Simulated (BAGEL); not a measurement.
# C2H5OSi (SMILES [CH2][SiH2]C=O): UHF/3-21G (density fitting with qzvpp-jkfit)

What is the vertical doublet–quartet gap of C2H5OSi at UHF/3-21G (density fitting with qzvpp-jkfit)? 

The results are computed with BAGEL 1.2.2.

## (1) Starting point

The species is C2H5OSi (9 atoms), meant as a doublet with charge 0. SMILES: `[CH2][SiH2]C=O`. Geometry: relaxed at GFN2-xTB.

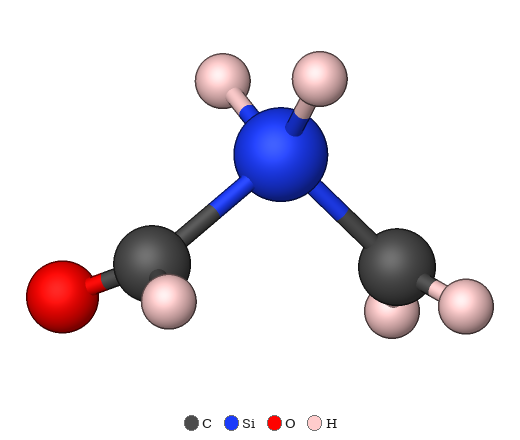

The structure, seen from a chosen angle (carbon dark grey, silicon blue, oxygen red, hydrogen pink).

## (2) The energy at UHF/3-21G (density fitting with qzvpp-jkfit)

File calc.json:

```json
{ "bagel": [

{
  "title": "molecule",
  "basis": "3-21g",
  "df_basis": "qzvpp-jkfit",
  "angstrom": true,
  "geometry": [
    { "atom": "C", "xyz": [   -0.840950,    1.246430,   -0.234980 ] },
    { "atom": "Si", "xyz": [   -0.166810,   -0.109440,    0.780320 ] },
    { "atom": "C", "xyz": [    0.929090,   -1.054550,   -0.518910 ] },
    { "atom": "O", "xyz": [    0.554850,   -2.011410,   -1.136000 ] },
    { "atom": "H", "xyz": [   -1.721380,    1.123830,   -0.842990 ] },
    { "atom": "H", "xyz": [   -0.305060,    2.164730,   -0.406880 ] },
    { "atom": "H", "xyz": [    0.777440,    0.320550,    1.814680 ] },
    { "atom": "H", "xyz": [   -1.153120,   -1.065720,    1.271170 ] },
    { "atom": "H", "xyz": [    1.925940,   -0.614400,   -0.726420 ] }
  ]
},
{
  "title": "uhf",
  "nopen": 1
},
{
  "title": "print",
  "file": "orbitals.molden",
  "orbitals": true
}

]}
```

Command:

```
$ BAGEL_NUM_THREADS=1 BAGEL calc.json > calc.out
```

Output:

```text
* using 1 threads per process

  ===============================================================
  ===============================================================

  *** Geometry ***

  { "atom" : "C", "xyz" : [     -1.589165,      2.355411,     -0.444048 ] },
  { "atom" : "Si", "xyz" : [     -0.315225,     -0.206812,      1.474591 ] },
  { "atom" : "C", "xyz" : [      1.755726,     -1.992811,     -0.980598 ] },
  { "atom" : "O", "xyz" : [      1.048515,     -3.801014,     -2.146729 ] },
  { "atom" : "H", "xyz" : [     -3.252937,      2.123731,     -1.593020 ] },
  { "atom" : "H", "xyz" : [     -0.576480,      4.090747,     -0.768892 ] },
  { "atom" : "H", "xyz" : [      1.469149,      0.605752,      3.429248 ] },
  { "atom" : "H", "xyz" : [     -2.179081,     -2.013919,      2.402163 ] },
  { "atom" : "H", "xyz" : [      3.639499,     -1.161048,     -1.372735 ] },

  Number of auxiliary basis functions:      445

  Since a DF basis is specified, we compute 2- and 3-index integrals:
    o Being stored without compression. Storage requirement is 0.009 GB

  Number of basis functions:       50
  Number of electrons      :       39

    * METHOD: MOLECULE                             0.24

  *** Open-shell HF ***

  === Nuclear Repulsion ===
   146.4129824155

      * DIIS with orbital gradients will be used.

  === UHF iteration (3-21g) ===
      0       -439.79085029          0.05139365           0.08
      1       -439.88438119          0.04169624           0.08
      2       -439.92188653          0.03350594           0.08
      3       -439.96881059          0.00253887           0.08
      4       -439.97104592          0.00115379           0.08
      5       -439.97165067          0.00043428           0.08
      6       -439.97175571          0.00012815           0.08
      7       -439.97178306          0.00005701           0.08
      8       -439.97179349          0.00003761           0.08
      9       -439.97179964          0.00002130           0.08
     10       -439.97180326          0.00001201           0.08
     11       -439.97180553          0.00000491           0.08
     12       -439.97180644          0.00000325           0.08
     13       -439.97180702          0.00000276           0.08
     14       -439.97180787          0.00000224           0.08
     15       -439.97180843          0.00000210           0.08
     16       -439.97180874          0.00000200           0.08
     17       -439.97180906          0.00000195           0.08
     18       -439.97180947          0.00000190           0.08
     19       -439.97180968          0.00000189           0.08
     20       -439.97181025          0.00000187           0.08
     21       -439.97181247          0.00000189           0.08
     22       -439.97181289          0.00000185           0.08
     23       -439.97181555          0.00000227           0.08
     24       -439.97181569          0.00000215           0.08
     25       -439.97181982          0.00000368           0.08
     26       -439.97181895          0.00000312           0.08
[... 23 lines of this table left out ...]
     50       -439.97182430          0.00000006           0.08
     51       -439.97182430          0.00000005           0.08
     52       -439.97182430          0.00000004           0.08
     53       -439.97182430          0.00000004           0.08
     54       -439.97182430          0.00000003           0.08
     55       -439.97182430          0.00000002           0.08
     56       -439.97182430          0.00000002           0.08
     57       -439.97182430          0.00000002           0.08
     58       -439.97182430          0.00000001           0.08
     59       -439.97182430          0.00000001           0.08
     60       -439.97182430          0.00000001           0.08
     61       -439.97182430          0.00000001           0.08
     62       -439.97182430          0.00000001           0.08
    * SCF iteration converged.

    * S^2 (UHF) is 0.7735

    * Permanent dipole moment:
           (   -0.034019,    -1.047569,    -0.504449) a.u.

    * METHOD: UHF                                  5.35

    * METHOD: PRINT                                0.01

  ===============================================================
```

Run time: 6 s. Hardware: 1 thread of Arm Neoverse N1, shared host; peak memory 0.083 GiB.

## (3) The quartet, same level

File input.json:

```json
{ "bagel": [

{
  "title": "molecule",
  "basis": "3-21g",
  "df_basis": "qzvpp-jkfit",
  "angstrom": "true",
  "geometry": [
    { "atom": "C", "xyz": [      -0.840950,       1.246430,      -0.234980 ] },
    { "atom": "Si", "xyz": [      -0.166810,      -0.109440,       0.780320 ] },
    { "atom": "C", "xyz": [       0.929090,      -1.054550,      -0.518910 ] },
    { "atom": "O", "xyz": [       0.554850,      -2.011410,      -1.136000 ] },
    { "atom": "H", "xyz": [      -1.721380,       1.123830,      -0.842990 ] },
    { "atom": "H", "xyz": [      -0.305060,       2.164730,      -0.406880 ] },
    { "atom": "H", "xyz": [       0.777440,       0.320550,       1.814680 ] },
    { "atom": "H", "xyz": [      -1.153120,      -1.065720,       1.271170 ] },
    { "atom": "H", "xyz": [       1.925940,      -0.614400,      -0.726420 ] }
  ]
},

{ "title": "uhf", "nopen": 3 },

{ "title": "print", "file": "orbitals.molden", "orbitals": "true" }

]}
```

Command:

```
$ BAGEL_NUM_THREADS=1 BAGEL input.json > input.out
```

Output:

```text
* using 1 threads per process

  ===============================================================
  ===============================================================

  *** Geometry ***

  { "atom" : "C", "xyz" : [     -1.589165,      2.355411,     -0.444048 ] },
  { "atom" : "Si", "xyz" : [     -0.315225,     -0.206812,      1.474591 ] },
  { "atom" : "C", "xyz" : [      1.755726,     -1.992811,     -0.980598 ] },
  { "atom" : "O", "xyz" : [      1.048515,     -3.801014,     -2.146729 ] },
  { "atom" : "H", "xyz" : [     -3.252937,      2.123731,     -1.593020 ] },
  { "atom" : "H", "xyz" : [     -0.576480,      4.090747,     -0.768892 ] },
  { "atom" : "H", "xyz" : [      1.469149,      0.605752,      3.429248 ] },
  { "atom" : "H", "xyz" : [     -2.179081,     -2.013919,      2.402163 ] },
  { "atom" : "H", "xyz" : [      3.639499,     -1.161048,     -1.372735 ] },

  Number of auxiliary basis functions:      445

  Since a DF basis is specified, we compute 2- and 3-index integrals:
    o Being stored without compression. Storage requirement is 0.009 GB

  Number of basis functions:       50
  Number of electrons      :       39

    * METHOD: MOLECULE                             0.24

  *** Open-shell HF ***

  === Nuclear Repulsion ===
   146.4129824155

      * DIIS with orbital gradients will be used.

  === UHF iteration (3-21g) ===
      0       -439.71862863          0.04302994           0.08
      1       -439.82080384          0.03176397           0.08
      2       -439.85906485          0.02180200           0.08
      3       -439.88621294          0.00430691           0.08
      4       -439.89430075          0.00210941           0.08
      5       -439.89623702          0.00085770           0.08
      6       -439.89658383          0.00037541           0.08
      7       -439.89666111          0.00020480           0.08
      8       -439.89669275          0.00011407           0.08
      9       -439.89669509          0.00003188           0.08
     10       -439.89669553          0.00001550           0.08
     11       -439.89669568          0.00000882           0.08
     12       -439.89669572          0.00000542           0.08
     13       -439.89669574          0.00000292           0.08
     14       -439.89669574          0.00000198           0.08
     15       -439.89669575          0.00000140           0.08
     16       -439.89669575          0.00000094           0.08
     17       -439.89669575          0.00000057           0.08
     18       -439.89669575          0.00000021           0.08
     19       -439.89669575          0.00000010           0.08
     20       -439.89669575          0.00000006           0.08
     21       -439.89669575          0.00000003           0.08
     22       -439.89669575          0.00000002           0.08
     23       -439.89669575          0.00000001           0.08
     24       -439.89669575          0.00000001           0.08
     25       -439.89669575          0.00000001           0.08
    * SCF iteration converged.

    * S^2 (UHF) is 3.7756

    * Permanent dipole moment:
           (    0.016529,    -0.780853,    -0.294549) a.u.

    * METHOD: UHF                                  2.27

    * METHOD: PRINT                                0.01

  ===============================================================
```

It took 2.7 s on 1 thread of Arm Neoverse N1, shared host; peak memory 0.083 GiB.

## (4) Outcome

Level: UHF/3-21G (density fitting with qzvpp-jkfit).

```
                                        quantity          value
                           doublet: total energy  -439.97182 Eh
                          doublet: dipole moment         2.96 D
                                   doublet: ⟨S²⟩          0.773
                           quartet: total energy  -439.89670 Eh
                          quartet: dipole moment         2.12 D
                                   quartet: ⟨S²⟩          3.776
vertical energy of the quartet above the doublet       2.044 eV
```

At this shape the quartet lies 2.04 eV (197 kJ/mol) above the doublet.
